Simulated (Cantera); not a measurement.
Feed: 1 mol B, a varied amount of O₂, at 1650 K and 13.0 Pa.

Cantera equilibrium calculation (NASA polynomials, part measured and part estimated; ideal gas, pure solids and liquids). Candidate condensed phases: B, B₂O₃; 10 gas species. Rates play no part.

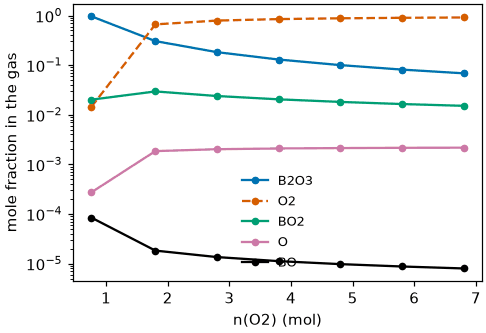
Fig. 1. Equilibrium gas composition (values under 1e-9 drawn at 1e-9)

From 0.76 mol O₂ to 6.8 mol O₂ nothing is condensed. The main B-bearing gas is B₂O₃ throughout.
